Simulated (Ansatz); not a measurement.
# Cl2FH2Si2 radical: how energies converge with the basis set

How large a basis does Cl2FH2Si2 radical need? Two functionals are run in growing sets.

Program: Ansatz 0.2.0, Gaussian basis. Level of theory: one geometry, several basis sets. These are calculated values, not measurements.

The runs, in order: PBE0-D4/def2-SVP; ωB97M-V/def2-SVP; PBE0-D4/def2-QZVPP; ωB97M-V/def2-QZVPP; the functionals' def2-TZVPP values are taken from earlier runs.

## (1) The relaxed structure

All runs share one geometry, relaxed beforehand with PBE0-D4 in a triple-zeta def2 set.

SMILES `F[Si]([SiH2])(Cl)Cl`, 7 atoms, charge 0, spin multiplicity 2.

Atoms are counted from 1 here; the program's logs count them from 0.

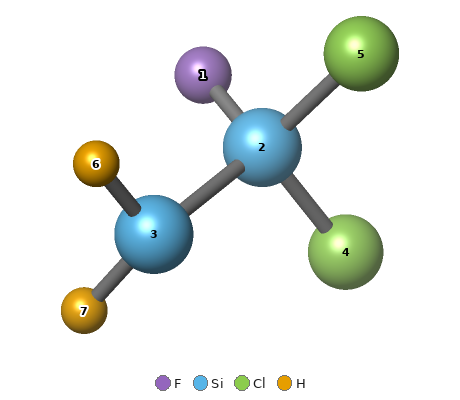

The geometry (fluorine purple, silicon blue, chlorine green, hydrogen amber); atoms are numbered from 1 in the order of the file.

## (2) PBE0-D4 in def2-SVP

Contents of in.yaml:

```yaml
crystal:
  periodic: [false, false, false]
  atoms:
    - {symbol: F, position_ang: [-1.731253, -0.809178, 0.671683]}
    - {symbol: Si, position_ang: [-0.811610, 0.040886, -0.306439]}
    - {symbol: Si, position_ang: [1.425662, 0.062525, 0.277765]}
    - {symbol: Cl, position_ang: [-1.032992, -0.765175, -2.163703]}
    - {symbol: Cl, position_ang: [-1.546448, 1.940375, -0.295542]}
    - {symbol: H, position_ang: [1.688966, 0.736012, 1.574924]}
    - {symbol: H, position_ang: [2.068874, -1.273546, 0.195613]}
basis:
  gaussian: {orbitals: def2-SVP}
magnetization: {spin_polarized: true, initial_magnetization: 1}
hamiltonian: {xc: pbe0, dispersion: d4}
output: {orbitals: {seedname: orbitals}}
```

Run with:

```sh
$ ansatz run in.yaml --threads 4 --pin off --events-out ev --progress --plain --max-ram 10444MiB
```

Output:

```text
Functional definition: PBE0
  name "PBE0"
  cite "Adamo & Barone, J. Chem. Phys. 110, 6158 (1999) doi:10.1063/1.478522"
  cite "Perdew, Burke & Ernzerhof, Phys. Rev. Lett. 77, 3865 (1996) doi:10.1103/PhysRevLett.77.3865"
  parent pbe
  parameter a = 0.25
  parameter kappa = 0.804
  parameter beta = 0.06672455060314922
  exchange = (1 - a)*pbe_x(kappa = kappa, mu = beta*pi^2/3) + a*exact_x
  correlation = pbe_c(beta = beta)
881 factors; integrals over basis functions are off by at most 8.9e-4 eV
mean field evaluation 1: about -43519.0391 eV, gradient 2.1e1 eV
mean field evaluation 2: about -43517.2483 eV, gradient 3.3e1 eV
mean field evaluation 4: about -43520.6109 eV, gradient 8.1e-1 eV
mean field evaluation 8: about -43520.6525 eV, gradient 6.2e-2 eV
mean field evaluation 16: about -43520.6526 eV, gradient 1.3e-4 eV
mean field -43520.65256777 eV, -1599.3544825076 hartree, gradient 3.7e-5 eV, S^2 0.753704; 0 other end points of the search recorded, 0 dependent functions left out
reference -43520.65259148 eV, -1599.3544833791 hartree; 37, 36 occupied and 59, 60 virtual orbitals, 881 factors
Total energy: -43520.87775266 eV, -1599.3627578998 hartree
```

Run time: 1.9 s. Hardware: 4 threads of Arm Neoverse V1, shared host.

## (3) ωB97M-V in def2-SVP

Changes to in.yaml since step 2:

```diff
@@ -13,3 +13,3 @@
 magnetization: {spin_polarized: true, initial_magnetization: 1}
-hamiltonian: {xc: pbe0, dispersion: d4}
+hamiltonian: {xc: {name: wB97M-V}}
 output: {orbitals: {seedname: orbitals}}
```

The command is unchanged.

Output (excerpt; [...] marks lines left out):

```text
Functional definition: wB97M-V
  name "wB97M-V"
  cite "Mardirossian & Head-Gordon, J. Chem. Phys. 144, 214110 (2016) doi:10.1063/1.4952647"
  cite "Becke, J. Chem. Phys. 107, 8554 (1997) doi:10.1063/1.475007"
  cite "Vydrov & Van Voorhis, J. Chem. Phys. 133, 244103 (2010) doi:10.1063/1.3521275"
  # Of w^i u^j: cxij and so on, Table III.
[...]
  gx(w, u) = 1 - cx + cx01*u + cx10*w
  gss(w, u) = css00 + css04*u^4 + css10*w + css20*w^2 + css43*w^4*u^3
  gos(w, u) = cos00 + cos10*w + (cos20 + cos21*u)*w^2 + (cos60 + cos61*u)*w^6
[...]
      + integral(e_c_pw_mod_opposite_spin*gos(b97_w_opposite, b97_u_opposite)) + vv10(b, c)
881 factors; integrals over basis functions are off by at most 8.9e-4 eV
269 factors; integrals over basis functions are off by at most 6.1e-6 eV
[...]
mean field -43535.10185698 eV, -1599.8854840920 hartree, gradient 2.6e-5 eV, S^2 0.751480; 0 other end points of the search recorded, 0 dependent functions left out
reference -43535.10189226 eV, -1599.8854853885 hartree; 37, 36 occupied and 59, 60 virtual orbitals, 881 factors
Total energy: -43535.10189226 eV, -1599.8854853885 hartree
```

It took 9.5 s on 4 threads of Arm Neoverse V1, shared host.

## (4) PBE0-D4 in def2-QZVPP

Changes to in.yaml since step 3:

```diff
@@ -11,5 +11,5 @@
 basis:
-  gaussian: {orbitals: def2-SVP}
+  gaussian: {orbitals: "def2-QZVPP.json"}
 magnetization: {spin_polarized: true, initial_magnetization: 1}
-hamiltonian: {xc: {name: wB97M-V}}
+hamiltonian: {xc: pbe0, dispersion: d4}
 output: {orbitals: {seedname: orbitals}}
```

Launched as before.

Output:

```text
Functional definition: PBE0
  name "PBE0"
  cite "Adamo & Barone, J. Chem. Phys. 110, 6158 (1999) doi:10.1063/1.478522"
  cite "Perdew, Burke & Ernzerhof, Phys. Rev. Lett. 77, 3865 (1996) doi:10.1103/PhysRevLett.77.3865"
  parent pbe
  parameter a = 0.25
  parameter kappa = 0.804
  parameter beta = 0.06672455060314922
  exchange = (1 - a)*pbe_x(kappa = kappa, mu = beta*pi^2/3) + a*exact_x
  correlation = pbe_c(beta = beta)
1797 factors; their error is unknown
mean field evaluation 1: about -43538.0351 eV, gradient 2.4e1 eV
mean field evaluation 2: about -43536.1095 eV, gradient 3.7e1 eV
mean field evaluation 4: about -43539.8961 eV, gradient 8.8e-1 eV
mean field evaluation 8: about -43539.9002 eV, gradient 3.6e-2 eV
mean field evaluation 16: about -43539.9407 eV, gradient 1.3e-4 eV
mean field -43539.94073545 eV, -1600.0633095959 hartree, gradient 2.3e-5 eV, S^2 0.754678; 0 other end points of the search recorded, 0 dependent functions left out
reference -43539.94077560 eV, -1600.0633110716 hartree; 37, 36 occupied and 360, 361 virtual orbitals, 1797 factors
Total energy: -43540.16593679 eV, -1600.0715855924 hartree
```

It took 21 s on 4 threads of Arm Neoverse V1, shared host; peak memory 2.1 GiB.

## (5) ωB97M-V in def2-QZVPP

Changes to in.yaml since step 4:

```diff
@@ -13,3 +13,3 @@
 magnetization: {spin_polarized: true, initial_magnetization: 1}
-hamiltonian: {xc: pbe0, dispersion: d4}
+hamiltonian: {xc: {name: wB97M-V}}
 output: {orbitals: {seedname: orbitals}}
```

The command is unchanged.

Output (excerpt; [...] marks lines left out):

```text
Functional definition: wB97M-V
  name "wB97M-V"
  cite "Mardirossian & Head-Gordon, J. Chem. Phys. 144, 214110 (2016) doi:10.1063/1.4952647"
  cite "Becke, J. Chem. Phys. 107, 8554 (1997) doi:10.1063/1.475007"
  cite "Vydrov & Van Voorhis, J. Chem. Phys. 133, 244103 (2010) doi:10.1063/1.3521275"
  # Of w^i u^j: cxij and so on, Table III.
[...]
  gx(w, u) = 1 - cx + cx01*u + cx10*w
  gss(w, u) = css00 + css04*u^4 + css10*w + css20*w^2 + css43*w^4*u^3
  gos(w, u) = cos00 + cos10*w + (cos20 + cos21*u)*w^2 + (cos60 + cos61*u)*w^6
[...]
      + integral(e_c_pw_mod_opposite_spin*gos(b97_w_opposite, b97_u_opposite)) + vv10(b, c)
1725 factors; their error is unknown
288 factors; integrals over basis functions are off by at most 4.2e-5 eV
[...]
mean field -43554.26350384 eV, -1600.5896616259 hartree, gradient 3.0e-5 eV, S^2 0.751822; 0 other end points of the search recorded, 0 dependent functions left out
reference -43554.26356308 eV, -1600.5896638030 hartree; 37, 36 occupied and 360, 361 virtual orbitals, 1725 factors
Total energy: -43554.26356308 eV, -1600.5896638030 hartree
```

Run time: 43 s. Hardware: 4 threads of Arm Neoverse V1, shared host; peak memory 2.6 GiB.

## (6) Density functionals: the series

The def2-TZVPP values come from earlier runs at the same geometry.

| functional | basis | functions | energy (eV) | from the largest (eV) | HOMO (eV) | LUMO (eV) |
| --- | --- | --- | --- | --- | --- | --- |
| PBE0-D4 | def2-SVP | 96 | -43520.8778 | 19.288 | -6.90 | -3.28 |
| PBE0-D4 | def2-TZVPP | 227 | -43538.7522 | 1.414 | -6.91 | -3.29 |
| PBE0-D4 | def2-QZVPP | 397 | -43540.1659 | 0.000 | -6.92 | -3.31 |
| ωB97M-V | def2-SVP | 96 | -43535.1019 | 19.162 | -8.60 | -1.57 |
| ωB97M-V | def2-TZVPP | 227 | -43552.9264 | 1.337 | -8.63 | -1.65 |
| ωB97M-V | def2-QZVPP | 397 | -43554.2636 | 0.000 | -8.66 | -1.71 |

## (7) What came out

```
                                       quantity           value
PBE0-D4: double and triple zeta above quadruple  19.29, 1.41 eV
ωB97M-V: double and triple zeta above quadruple  19.16, 1.34 eV
```

**Reading.** PBE0-D4 gains 17.87 eV from double to triple zeta, then 1.41 eV more. These are total energies; as a rule much of such shifts cancels in differences, which this series doesn't test.

For PBE0-D4 the largest set took about 11 times as long as the smallest (21 s against 1.9 s).
